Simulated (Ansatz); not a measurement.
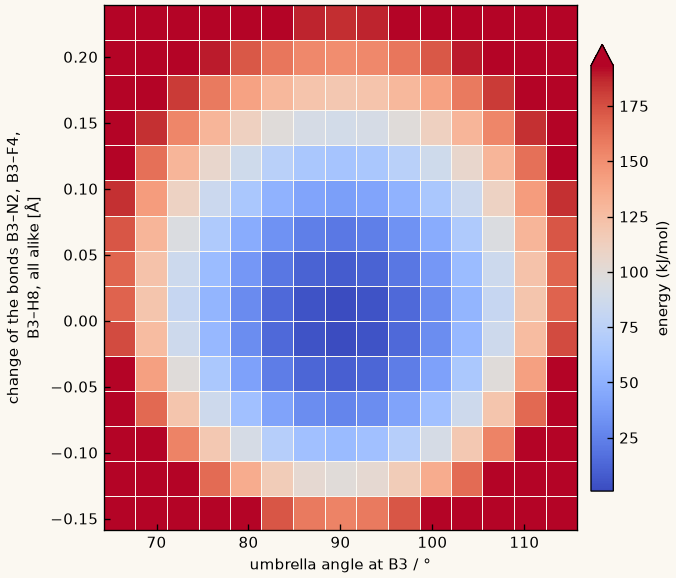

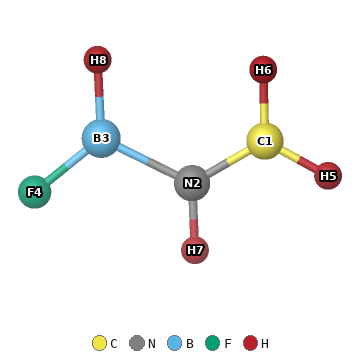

Energy landscape of CH4BFN, charge +1. Coordinates scanned: (1) umbrella angle at B3 (between each of its bonds and their common axis; 90 is planar); (2) change of the bonds B3–N2, B3–F4, B3–H8, all alike. Nothing is relaxed (all other coordinates rigid). The scan uses a 15 × 15 grid; 127 points were computed and 98 follow by symmetry. Points are written as (first, second). All energies are given in kJ/mol relative to the relaxed molecule at the same level. Level of theory: RKS PBE0-D4/def2-TZVP in Ansatz.

The picture shows one coloured cell a grid point, one colour for all values above the top of the scale. The second picture is the structure at the lowest point.

What does the map say about the system?

Answer. The lowest grid point is at (90.0°, 0.013 Å), 0.9 kJ/mol from the relaxed molecule at the same level. No other kind of well shows on this grid. The highest grid point, (66.0°, −0.146 Å), lies 383 kJ/mol above the lowest. Round the minimum the two coordinates are nearly uncoupled.

Time for the 127 points that were run: 9.2 min on 1 thread of Arm Neoverse V2, with other jobs on the host.
